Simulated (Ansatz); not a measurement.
# Convergence of a linear-scaling basis for H-capped Ge nanowire along [112] (40 atoms)

Aim: test how closely localised support functions follow the reference on H-capped Ge nanowire along [112] (40 atoms), and at what cost. A setting counts as converged where the r.m.s. difference of forces stays under 1 % of the r.m.s. force.

Program: Ansatz 0.2.0. Level of theory: Kohn-Sham DFT, PBE, PAW (set soft_2), plane waves. Results are calculated unless marked as measured.

## 1. The structure

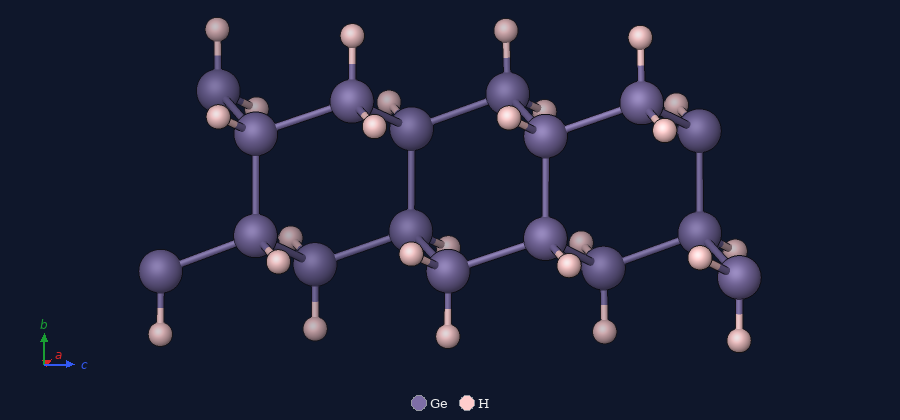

The starting structure, seen from the side, with the c axis across the page (germanium purple, hydrogen pink). Some periodic images of atoms are drawn too.

The cell holds 40 atoms: 16 Ge and 24 H. Its edges and angles: a = 16.499 Å, b = 19.143 Å, c = 13.859 Å, α = 90.0°, β = 90.0°, γ = 90.0°. It derives from Ge (diamond-structure). Diamond section of size parameter 3.53 Å cut from diamond-structure Ge (a = 5.658 Å) along [112], 2 periods, broken bonds capped with H, 12 Å of vacuum. Regions: wire, 16 atoms (16 Ge); hydrogen, 24 atoms (24 H). Vacuum lies along a and b. The structure repeats along c.

Limits known from the start: Beside vacuum, support functions can miss their usual error bounds without a warning. Only the Γ point is sampled, in a cell whose periodic width is 14 Å.

## 2. Plane-wave single point

The first run fixes the reference, at a cutoff of 420 eV.

input.yaml reads:

```yaml
crystal:
  lattice:
    - [16.49888, 0.0, 0.0]
    - [0.0, 19.14331, 0.0]
    - [0.0, 0.0, 13.85921]
  atoms:
    - { symbol: Ge, position: [0.43979, 0.39104, 0.00281] }
    - { symbol: Ge, position: [0.43811, 0.43659, 0.16699] }
    - { symbol: Ge, position: [0.43823, 0.5634, 0.16744] }
    - { symbol: Ge, position: [0.4401, 0.60524, 0.33326] }
    - { symbol: Ge, position: [0.5609, 0.3928, 0.25082] }
    - { symbol: Ge, position: [0.56194, 0.43566, 0.41624] }
    - { symbol: Ge, position: [0.56164, 0.56295, 0.41756] }
    - { symbol: Ge, position: [0.56222, 0.60748, 0.08353] }
    - { symbol: Ge, position: [0.43766, 0.39508, 0.49987] }
    - { symbol: Ge, position: [0.43887, 0.4369, 0.66787] }
    - { symbol: Ge, position: [0.43945, 0.56437, 0.66808] }
    - { symbol: Ge, position: [0.44141, 0.60704, 0.83384] }
    - { symbol: Ge, position: [0.55972, 0.39226, 0.74947] }
    - { symbol: Ge, position: [0.56033, 0.43688, 0.91559] }
    - { symbol: Ge, position: [0.5619, 0.56427, 0.91483] }
    - { symbol: Ge, position: [0.56072, 0.60751, 0.58376] }
    - { symbol: H, position: [0.36052, 0.42083, 0.94705] }
    - { symbol: H, position: [0.4411, 0.31248, 0.00217] }
    - { symbol: H, position: [0.36526, 0.40973, 0.21789] }
    - { symbol: H, position: [0.36665, 0.58931, 0.11385] }
    - { symbol: H, position: [0.36285, 0.57963, 0.38417] }
    - { symbol: H, position: [0.43906, 0.68683, 0.3342] }
    - { symbol: H, position: [0.55906, 0.31283, 0.25134] }
    - { symbol: H, position: [0.63332, 0.42015, 0.19768] }
    - { symbol: H, position: [0.63596, 0.40994, 0.46965] }
    - { symbol: H, position: [0.63471, 0.59045, 0.36712] }
    - { symbol: H, position: [0.63541, 0.58014, 0.13844] }
    - { symbol: H, position: [0.56109, 0.68404, 0.08193] }
    - { symbol: H, position: [0.44038, 0.31378, 0.49904] }
    - { symbol: H, position: [0.36371, 0.42129, 0.4477] }
    - { symbol: H, position: [0.36408, 0.40905, 0.72036] }
    - { symbol: H, position: [0.36371, 0.59218, 0.61649] }
    - { symbol: H, position: [0.43969, 0.68846, 0.8317] }
    - { symbol: H, position: [0.36457, 0.57851, 0.88548] }
    - { symbol: H, position: [0.63754, 0.41756, 0.69897] }
    - { symbol: H, position: [0.56052, 0.31301, 0.75142] }
    - { symbol: H, position: [0.63712, 0.40937, 0.96511] }
    - { symbol: H, position: [0.63512, 0.59079, 0.86377] }
    - { symbol: H, position: [0.56072, 0.68659, 0.5808] }
    - { symbol: H, position: [0.63712, 0.58066, 0.63571] }
kpoints:
  mp_grid: { grid: [1, 1, 1] }
hamiltonian:
  xc: pbe
scf:
  occupations: { method: fixed }
output:
  forces: true
  populations: intrinsic
  dos:
    method: { smearing: { sigma: 0.15 } }
    de: 0.1
    projected:
      site_lists:
        Ge: [Ge]
        H: [H]
        wire: [0, 1, 2, 3, 4, 5, 6, 7, 8, 9, 10, 11, 12, 13, 14, 15]
        hydrogen: [16, 17, 18, 19, 20, 21, 22, 23, 24, 25, 26, 27, 28, 29, 30, 31, 32, 33, 34, 35, 36, 37, 38, 39]
  eigenvalues: true
  write_density: true
  write_potential: true
  volumetric_format: npy
```

Launch:

```sh
$ ansatz run input.yaml --threads 4 --pin off --max-ram 8192MiB --backend cpu --events-out ev --progress --plain --runs-dir out
```

Numbers of over 12 decimals in the logs are rounded to 6 here.

The log of the run:

```text
Engine: ansatz 0.2.0, aarch64-unknown-linux-gnu
Pseudopotentials: kind: paw
Pseudopotential: Ge, paw, valence charge 14, recommended cutoff 420 eV (normal), Ge.paw.azcp
Pseudopotential: H, paw, valence charge 1, recommended cutoff 420 eV (normal), H.paw.azcp
[... 5 lines on functional and potentials left out ...]
Crystal: 40 atoms, lattice volume = 4377.337 Å³
Basis set: ecut = 420 eV, 85535 PW (Γ), exchange–correlation on 240×256×192 points (8 copies of the dense FFT grid, shifted against one another)
Bands: 164, of which v1, the nominal top of the filled ones, is band 124 counted from 1 (123 counted from 0)
Symmetry: 1 space group operations
Space group: P1 (ITA 1), of the structure as read, at distance tolerance 1.6e-4 Å
k-points: 1
[... 5 lines on functional and potentials left out ...]
Initial density: superposition of atomic densities (neutral atoms: chi_scale 0, normalization atom), corrected by the library's trained network
Initial wavefunctions: pseudopotential atomic-orbital guess
Functional: x = pbe(κ = 0.804, μ = 0.219515), c = pbe(β = 0.066725)
SCF iter   1: F=—  HF=-69095.386635 eV  |F-HF|=—  |Δ(HF+E_count)|=         —  Δρ=7.01e-4  dr2=3.09e-2  ethr=1.77e-3  ⟨swp⟩=5.0  Hψ=526  notcnv=0  defer=35
preconditioner: auto → Resta (q_TF=auto, 1.691 Å⁻¹)  ε∞=1.3  [insulator: Δε(μ)=3.862 eV  Ē_g=9.372 eV  n_scr=352 (ndim 8)  ℏωp=5.3 eV  f_vac=0.822  ε∞_Penn≈1.3  vacuum switching on, ρ_ref=6.4e-3 e/Å³]
SCF iter   2: F=—  HF=-69095.395115 eV  |F-HF|=—  |Δ(HF+E_count)|=   8.48e-3  Δρ=3.07e-4  dr2=5.86e-3  ethr=1.25e-5  ⟨swp⟩=3.0  Hψ=231  notcnv=0  defer=38
SCF iter   3: F=—  HF=-69095.405076 eV  |F-HF|=—  |Δ(HF+E_count)|=   9.96e-3  Δρ=7.67e-5  dr2=5.79e-4  ethr=2.36e-6  ⟨swp⟩=3.0  Hψ=176  notcnv=0  defer=38
SCF iter   4: F=—  HF=-69095.405357 eV  |F-HF|=—  |Δ(HF+E_count)|=   2.81e-4  Δρ=2.67e-5  dr2=8.75e-5  ethr=2.33e-7  ⟨swp⟩=3.0  Hψ=244  notcnv=0  defer=38
SCF iter   5: F=—  HF=-69095.405530 eV  |F-HF|=—  |Δ(HF+E_count)|=   1.73e-4  Δρ=8.21e-6  dr2=5.04e-6  ethr=3.53e-8  ⟨swp⟩=2.0  Hψ=170  notcnv=0  defer=37
SCF iter   6: F=—  HF=-69095.405539 eV  |F-HF|=—  |Δ(HF+E_count)|=   9.42e-6  Δρ=3.05e-6  dr2=6.82e-7  ethr=2.03e-9  ⟨swp⟩=2.0  Hψ=253  notcnv=0  defer=37
SCF iter   7: F=-69095.405543 eV  HF=-69095.405542 eV  |F-HF|=9.79e-7  |Δ(HF+E_count)|=   3.13e-6  Δρ=1.06e-6  dr2=7.32e-8  ethr=4.03e-11  ⟨swp⟩=27.0  Hψ=1608  notcnv=0
SCF 1 converged in 7 iterations: F = -69095.405543 eV  dr2 = 7.32e-8
  greatest PAW one-centre occupation: 0.998 electrons in one spin orbital (limit 2), on the Ge atom at site 7 (counted from 0), in its partial waves of l = 2
WARN: The output density's exchange-correlation potential varies sharply where the density is thin. Do not read a vacuum level from v_tot or v_xc, or from such a field of the output density. On a cell that repeats whose density bears no net charge and no dipole along the vacuum's axis use v_es (v_loc + v_h of the components); [...]
SCF converged after 7 iterations
Free energy (F): -69095.405543 eV
Harris-Foulkes:  -69095.405542 eV  (|F-HF|=9.79e-7)
Internal energy: -69095.405543 eV  (E = F + TS)
E sigma→0 (E₀):  -69095.405543 eV
Fermi energy:    -4.631410 eV
--- Per-component energies (eV) ---
  E_band       = -5157.725816
  E_kinetic    = 2095.450592
  E_local      = -141139.039356  (includes V_loc(G=0)·N_el)
  E_nonlocal   = 6754.344739
  E_hartree    = 66743.990940
  E_xc         = -1413.031503
  E_vxc        = -1296.114900  (∫ρ·V_xc dr)
  E_paw        = -32351.163789  (= ΣΔE_a)
  E_vpaw       = -5060.352947  (= ΣTr[D̂ρ^β])
  E_aug_tail   = -0.025750  (compensation charges beyond the density's cutoff)
  E_ewald      = 30214.068584
  E_smearing   = -0.000000  (= −TS)
  E_closure    = -0.000000  (closes the sum)
  Σ components = -69095.405543   (vs F -69095.405543, Δ=0.00e0)
--- Forces (eV/Å), atoms counted from 1 ---
  atom   1  Ge    -0.38920323     1.34194132    -0.60286191
  atom   2  Ge     1.20164921     0.08711663    -0.33506614
  atom   3  Ge     1.39278079    -0.12777233     0.27160957
  atom   4  Ge     0.23068662     0.26222001     0.01509684
  atom   5  Ge    -1.00909800     0.13161101     0.24283248
  atom   6  Ge    -0.84397580     0.15815488    -0.13801647
  atom   7  Ge    -0.97564244    -0.21166960     0.51372282
  atom   8  Ge    -0.78860877    -1.60073938    -0.26064896
  atom   9  Ge     0.98416432    -0.27322986     0.37692410
  atom  10  Ge     0.38326668    -0.05114644    -0.41501683
  atom  11  Ge     0.39330655     0.03959436     0.08699882
  atom  12  Ge    -0.14879839     0.11320989    -0.06806716
  atom  13  Ge    -0.14745275     0.53153887     0.19138743
  atom  14  Ge    -0.47131550    -0.19776427    -0.11296049
[...]
atom  39  H      0.05021424     0.51131885     0.06581724
  atom  40  H      0.07256554     0.04741587     0.08823159
  max |Σ_I F_I| component: 7.88e-5 eV/Å
--- Band table (eV) ---
  k-point 0: bands = ["-27.6955", "-27.6802", "-27.6718", "-27.6689", [... 148 levels ...], "1.3303", "1.4805", "1.4912", "1.5385", "1.5624", "1.5818", "1.6436", "1.6837", "1.7023", "1.7914", "1.8058", "1.8063"]
--- intrinsic populations: 40 sites ---
  site symbol       q [e]
     0     Ge     13.8879
     1     Ge     13.9664
     2     Ge     13.9638
[...]
39      H      1.0530
  spilling = -0.000000 (of n_electrons = 248.000000)
```

Elapsed: 25 s, on 4 threads of Arm Neoverse V1, shared host; peak memory 2.8 GiB.

In the SCF lines HF is the Harris–Foulkes energy and dr2 the Hartree energy of the density residual, in eV; the loop may stop once dr2 is under the threshold and the program's other checks hold. Hψ counts applications of the Hamiltonian.

The program notes that the exchange-correlation potential is rough where the density is thin.

The run gave:

* free energy: -69095.4055 eV
* free energy per atom: -1727.3851 eV/atom
* SCF cycles: 7
* r.m.s. force component: 0.4845 eV/Å
* longest force: 1.803 eV/Å
* Fermi energy: -4.631 eV
* gap (highest filled to lowest empty level): 3.86 eV

The r.m.s. force component of 0.48 eV/Å sets the scale for the differences below.

## 3. Support functions medium

The cell is solved in localised support functions.

This step: Kohn-Sham DFT, PBE, PAW (set soft_2), localised support functions (medium) (Ansatz 0.2.0).

input.yaml, the sections that differ from step 2:

```yaml
scf:
  occupations: { method: fixed }
  eigensolver: { kind: { support_functions: { accuracy: medium } } }
  mixing: { beta: 0.4 }
  max_iter: 150
output:
  forces: true
  eigenvalues: true
# crystal, kpoints, hamiltonian: as in step 2
```

The log of the run:

```text
Warning: scf.eigensolver.kind.support_functions: disabling space-group detection — the functions' gradient is summed over unrotated k-points, so no spatial operation reduces the k-mesh or symmetrises the density; time reversal is kept, so that k and −k are solved as one point where they differ and the mesh holds both, and exact exchange and, on two spinor components, a DFT+U term hold to it where the run has them: [...]
settings of this run that can trade accuracy for cost: scf.eigensolver.kind.support_functions [...]
[...]
Crystal: 40 atoms, lattice volume = 4377.337 Å³
Basis set: ecut = 420 eV, 85535 PW (Γ), exchange–correlation on 240×256×192 points (8 copies of the dense FFT grid, shifted against one another)
Bands: 149, of which v1, the nominal top of the filled ones, is band 124 counted from 1 (123 counted from 0)
Symmetry: 1 space group operations
k-points: 1
[...]
SCF iter   1: F=—  HF=-69090.011274 eV  |F-HF|=—  |Δ(HF+E_count)|=         —  Δρ=2.17e-2  dr2=2.04e1  ethr=1.00e-1
[...]
SCF iter  10: F=—  HF=-69095.481008 eV  |F-HF|=—  |Δ(HF+E_count)|=   9.97e-5  Δρ=4.44e-6  dr2=1.38e-6  ethr=2.80e-9  κ⁻¹=1.4e-7(r=7)
SCF iter  11: F=-69095.481007 eV  HF=-69095.481008 eV  |F-HF|=4.82e-7  |Δ(HF+E_count)|=   1.78e-7  Δρ=1.95e-6  dr2=1.99e-7  ethr=5.57e-10
SCF 1 converged in 11 iterations: F = -69095.481792 eV  dr2 = 1.99e-7
[...]
SCF converged after 11 iterations
Stability not checked: this state was not tested for a lower state beside it, because the mixer in use, unlike msr1, does not test its closes by its own steps (another_mixer; see scf.mixing.algorithm and scf.lower_state_search)
Free energy (F): -69095.481792 eV
[...]
Internal energy: -69095.481792 eV  (E = F + TS)
E sigma→0 (E₀):  -69095.481792 eV
Fermi energy:    -4.631538 eV
[...]
Σ components = -69095.481792   (vs F -69095.481792, Δ=0.00e0)
--- Forces (eV/Å), atoms counted from 1 ---
  atom   1  Ge    -0.39032030     1.33830020    -0.60351384
  atom   2  Ge     1.19866949     0.08575919    -0.33341971
  atom   3  Ge     1.38967369    -0.12638200     0.26983660
  atom   4  Ge     0.22835236     0.26398049     0.01636867
[...]
atom  40  H      0.07023864     0.04818160     0.08700660
  max |Σ_I F_I| component: 9.36e-4 eV/Å
--- Band table (eV) ---
[...]
```

Elapsed: 2.2 min, on 4 threads; peak memory 5.5 GiB.

The program notes that the band table was not solved further than the SCF left it and it switched symmetry off.

Keys that differ from the reference: support_functions.accuracy = "medium", scf.max_iter = 150 and scf.mixing.beta = 0.4.

Forces differ from the reference by 1.9 meV/Å r.m.s., 0.40 % of their size, within a tolerance of 1 %; the energy by -1.9 meV/atom. It took 2.2 min and 11 cycles; the reference's time can't be set against it, since the two runs asked for unlike analyses.

## 4. Support functions low

With localised support functions most steps grow linearly with size, though the diagonalisation grows faster unless the density matrix is cut; this run measures error and cost at this size.

This step: Kohn-Sham DFT, PBE, PAW (set soft_2), localised support functions (low) (Ansatz 0.2.0).

input.yaml, the sections that differ from step 3:

```yaml
scf:
  occupations: { method: fixed }
  eigensolver: { kind: { support_functions: { accuracy: low } } }
  mixing: { beta: 0.4 }
  max_iter: 150
# crystal, kpoints, hamiltonian, output: as in step 3
```

The log of the run:

```text
[...]
Crystal: 40 atoms, lattice volume = 4377.337 Å³
Basis set: ecut = 420 eV, 85535 PW (Γ), exchange–correlation on 240×256×192 points (8 copies of the dense FFT grid, shifted against one another)
Bands: 149, of which v1, the nominal top of the filled ones, is band 124 counted from 1 (123 counted from 0)
Symmetry: 1 space group operations
k-points: 1
[...]
SCF iter   1: F=—  HF=-69090.054784 eV  |F-HF|=—  |Δ(HF+E_count)|=         —  Δρ=2.17e-2  dr2=2.03e1  ethr=1.00e-1
[...]
SCF iter   8: F=—  HF=-69095.480780 eV  |F-HF|=—  |Δ(HF+E_count)|=   3.67e-4  Δρ=3.27e-5  dr2=3.82e-5  ethr=8.05e-8  κ⁻¹=8.6e-7(r=6)
SCF iter   9: F=-69095.480855 eV  HF=-69095.480864 eV  |F-HF|=9.09e-6  |Δ(HF+E_count)|=   8.42e-5  Δρ=1.44e-5  dr2=6.57e-6  ethr=1.54e-8
SCF 1 converged in 9 iterations: F = -69095.481791 eV  dr2 = 6.57e-6
[...]
SCF converged after 9 iterations
[...]
Free energy (F): -69095.481791 eV
[...]
Internal energy: -69095.481791 eV  (E = F + TS)
E sigma→0 (E₀):  -69095.481791 eV
Fermi energy:    -4.632384 eV
[...]
Σ components = -69095.481791   (vs F -69095.481791, Δ=0.00e0)
--- Forces (eV/Å), atoms counted from 1 ---
  atom   1  Ge    -0.39038932     1.33812916    -0.60353684
  atom   2  Ge     1.19853733     0.08553045    -0.33338026
  atom   3  Ge     1.38963314    -0.12615865     0.26978155
  atom   4  Ge     0.22828142     0.26426332     0.01642253
[...]
atom  40  H      0.07003716     0.04823715     0.08686277
  max |Σ_I F_I| component: 1.16e-3 eV/Å
--- Band table (eV) ---
[...]
```

The job ended after 1.7 min (4 threads; peak memory 5 GiB).

Keys that differ from the reference: support_functions.accuracy = "low", scf.max_iter = 150 and scf.mixing.beta = 0.4.

Forces differ from the reference by 2.1 meV/Å r.m.s., 0.42 % of their size, within a tolerance of 1 %; the energy by -1.9 meV/atom. It took 1.7 min and 9 cycles; the reference's time can't be set against it, since the two runs asked for unlike analyses.

## 5. Support functions medium, spacing 0.411 Å

The grid spacing sets how fine a wave the support functions can hold.

This step: Kohn-Sham DFT, PBE, PAW (set soft_2), localised support functions (medium) (Ansatz 0.2.0).

input.yaml, the sections that differ from step 4:

```yaml
scf:
  occupations: { method: fixed }
  eigensolver: { kind: { support_functions: { accuracy: medium, spacing: 0.411 } } }
  mixing: { beta: 0.4 }
  max_iter: 150
# crystal, kpoints, hamiltonian, output: as in step 4
```

The log of the run:

```text
[...]
Crystal: 40 atoms, lattice volume = 4377.337 Å³
Basis set: ecut = 420 eV, 85535 PW (Γ), exchange–correlation on 240×256×192 points (8 copies of the dense FFT grid, shifted against one another)
Bands: 149, of which v1, the nominal top of the filled ones, is band 124 counted from 1 (123 counted from 0)
Symmetry: 1 space group operations
k-points: 1
[...]
SCF iter   1: F=—  HF=-69044.543949 eV  |F-HF|=—  |Δ(HF+E_count)|=         —  Δρ=2.07e-2  dr2=1.96e1  ethr=1.00e-1
[...]
SCF iter  10: F=-69035.833467 eV  HF=-69035.833466 eV  |F-HF|=4.79e-7  |Δ(HF+E_count)|=   2.47e-4  Δρ=3.08e-6  dr2=2.04e-7  ethr=5.08e-10
SCF 1 converged in 10 iterations: F = -69035.834834 eV  dr2 = 2.04e-7
[...]
SCF converged after 10 iterations
[...]
Free energy (F): -69035.834834 eV
[...]
Internal energy: -69035.834834 eV  (E = F + TS)
E sigma→0 (E₀):  -69035.834834 eV
Fermi energy:    -4.610080 eV
[...]
--- Forces (eV/Å), atoms counted from 1 ---
  atom   1  Ge    -0.35387163     3.70085205    -1.18876345
  atom   2  Ge     1.21065952     0.60952558    -0.44365991
  atom   3  Ge     1.39488917    -0.64237007     0.13435933
  atom   4  Ge     0.26246713    -0.44044385    -0.00986979
  atom   5  Ge    -1.00673506     1.81096281     0.08791841
  atom   6  Ge    -0.86520900     1.14023838    -0.08109108
  atom   7  Ge    -0.98692222    -0.51219791     0.34826034
  atom   8  Ge    -0.79664720    -3.34932251    -0.32242193
  atom   9  Ge     0.98808166     0.25466434     0.43794373
  atom  10  Ge     0.41472955     0.32800482    -0.71081007
  atom  11  Ge     0.42423584    -0.96417851    -0.18525517
  atom  12  Ge    -0.10726918    -1.49319167    -0.21554632
  atom  13  Ge    -0.18041359     2.44750032     0.34031518
  atom  14  Ge    -0.49938590     0.18719725     0.08403691
[...]
atom  39  H      0.07534749     0.36031939     0.09929800
  atom  40  H      0.13635519     0.10547303     0.10492331
  max |Σ_I F_I| component: 1.21e0 eV/Å
--- Band table (eV) ---
[...]
```

It took 33 s on 4 threads; peak memory 2.4 GiB; 2 min of CPU time.

The program notes that the forces don't sum to zero within tolerance and the grid leaves an egg-box force.

Forces differ from the reference by 472 meV/Å r.m.s., 97 % of their size, far over a tolerance of 1 %; the energy by +1489 meV/atom and the gap by -0.066 eV. The setting is coarser than the default on purpose.

(Part 1 of 3 ends here.)

[Logs are printed without paths, hosts, clocks, repeated set-up lines and the standing remarks that a program may print on its own settings, such as how far it seeks lower states.]

[Hosts, paths, dates, database ids (printed as entryN), source tags and the programs' standing remarks are cut or masked in the printed files.]
